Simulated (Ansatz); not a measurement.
**BH$_{3}$···Cl (doublet): density, localisation and related maps**

| atom | x (Å) | y (Å) | z (Å) |
| --- | --- | --- | --- |
| B | 0.0000 | 0.0000 | 0.0153 |
| H | 0.0000 | 0.0000 | 1.2539 |
| H | 1.0631 | 0.0000 | -0.5428 |
| H | -1.0631 | 0.0000 | -0.5428 |
| Cl | 0.0000 | 0.0000 | 3.1763 |

Method: UKS CAM-B3LYP-D4/def2-SVP (Ansatz 0.2.0).

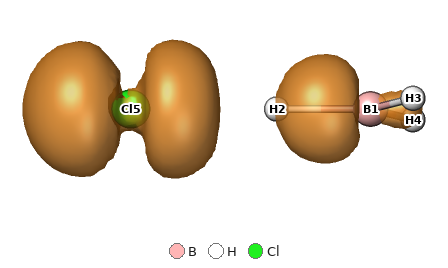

Figure 1. Isosurface of the spin density (α minus β) at +0.04 e/Å³ (orange), seen from one side.

Describe the spin distribution.

The unpaired spin (1 electron) lies mostly on Cl5 (about 0.8) and B1 (about 0.1), in electrons by Hirshfeld's partition.

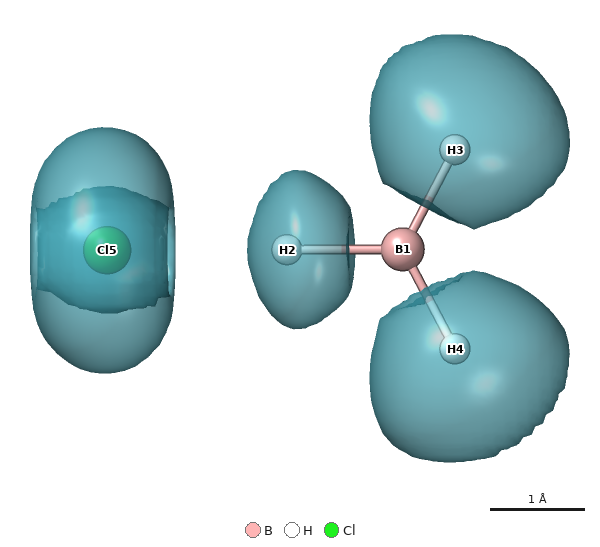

Figure 2. Isosurface of the ELF at 0.8 (cyan), seen across its widest extent. Only the valence region is drawn (cores and ρ < 0.01 e/Å³ removed).

Describe the localisation domains.

The surface consists of three regions around hydrogen nuclei and one region wrapped around Cl (its valence shell). Along the contacts the grid gives the following. Cl5···H2 (1.92 Å): the ELF climbs to about 1 towards the hydrogen, as it does in any bond to H. B–H (1.20 Å): the ELF climbs to about 1 towards the hydrogen; a covalent bond by its length.

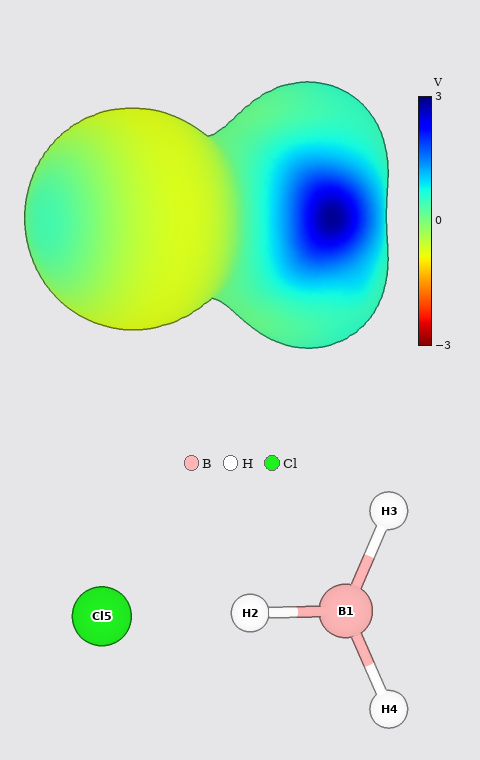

Figure 3. The molecular electrostatic potential painted on the density surface at 0.002 e/bohr³, seen at a tilt; red is negative and blue positive. The bare structure is drawn below in the same view.

Which sites attract a positive test charge, and which a negative one?

A positive charge is drawn to the negative regions and a negative charge to the positive ones. The most negative region (about −0.7 V) lies over Cl5, the most positive (about +2.7 V) over B1.

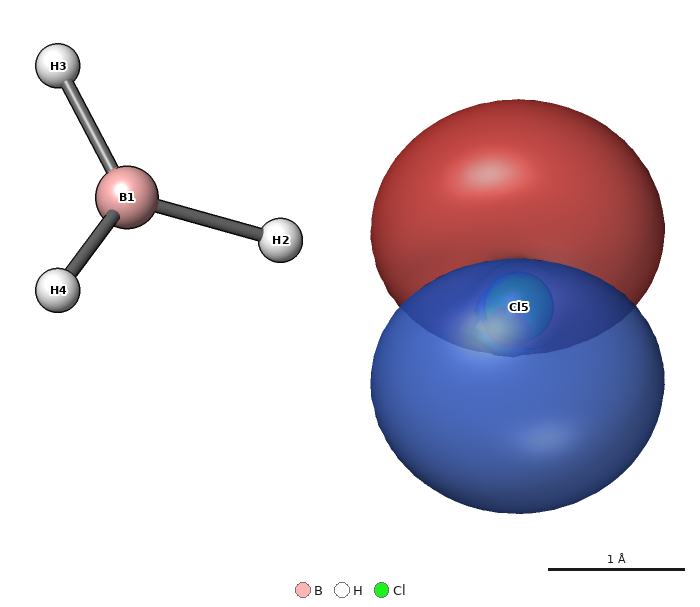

Figure 4. The HOMO−1 (α) at ±0.15 Å⁻³ᐟ² (red and blue are the two phases), seen at an oblique angle.

Where does this orbital lie, and at what energy?

By Hirshfeld shares it lies mainly on Cl5 (about 100 %); it is symmetric in the molecular plane (an in-plane orbital: σ, lone-pair or in-plane π type); largely a lone pair of Cl5. Its energy is −10.25 eV.
